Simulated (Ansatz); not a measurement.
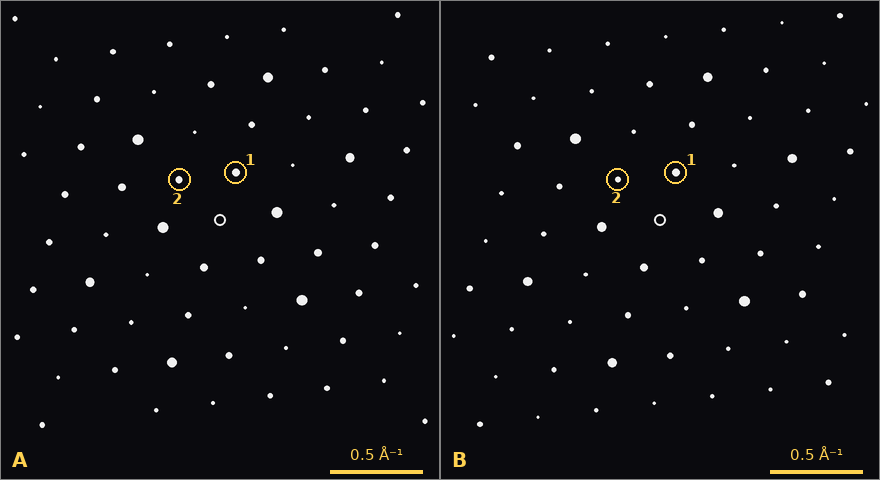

Kinematic electron diffraction patterns (120 kV, B = 0.5 Å², same scale) along [101] of the run's own cell, for the start and the end of one relaxation of Ti3Br2 with Ansatz, DFT PBE, scalar-relativistic, plane waves, PAW. k mesh 12×12×6. The start is a generated model structure, and the relaxation ends in the nearest stationary point of its symmetry, not necessarily the ground state. Spot 1 is 0 -1 0 and spot 2 is 1 -1 -1 in both.

Start structure:

```
CELL_PARAMETERS angstrom
4.21097 0.00000 0.00000
-2.10549 3.64681 0.00000
0.00000 0.00000 6.55159
ATOMIC_POSITIONS crystal
Ti 0.00000 0.00000 0.00000
Ti 0.33333 0.66667 0.64500
Ti 0.66667 0.33333 0.35500
Br 0.33333 0.66667 0.24500
Br 0.66667 0.33333 0.75500
```

**Which pattern belongs to the start structure, and which to the relaxed one?**

A is the start: its cell gives d(1) = 3.647 Å, d(2) = 3.186 Å and an angle of 64.1°. B is the relaxed structure, with d(1) = 3.645 Å (-0.0 %), d(2) = 3.126 Å (-1.9 %) and 64.6°.

**Name reflections whose intensity changes strongly on relaxation.**

3 -3 -3 goes from 10 to 0.32 % of the strongest spot; 3 0 -3 goes from 10 to 0.32 % of the strongest spot; 3 -1 -3 goes from 15 to 2.1 % of the strongest spot.

**What did the relaxation do to the structure and the energy?**

The volume changed by -7.4 % to 18.64 Å³ an atom; with the mean shift removed, the atoms moved by up to 0.27 Å relative to the cell (Br most); the space group stayed P-3m1 (No. 164); the free energy fell by 35 meV an atom. Relaxed cell: a = 4.209 Å, b = 4.209 Å, c = 6.074 Å, α = 90.00°, β = 90.00°, γ = 120.00°.
